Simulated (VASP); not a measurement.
Band structure of CuAu (space group P4/mmm). Method: PBE GGA, VASP's PBE PAW potentials (set 64) (plane waves; VASP).

Unless said otherwise, spin-orbit coupling is left out, though it shifts the bands of the heavy elements here.

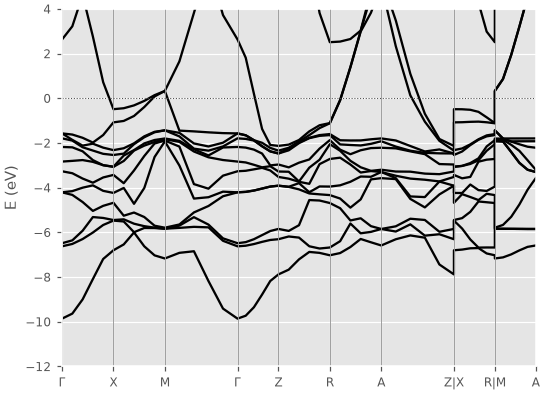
Fig. 1. Bands along high-symmetry lines, zero at the valence-band maximum or, without a gap, the Fermi level

Task: Read the plot: is there a gap, and where are the band edges?

Result: It has no gap at this level: it comes out as a metal or semimetal.

The structure comes from a computed database's CuAu entry; how it stands against other phases isn't given here. The cell was not relaxed at this level.
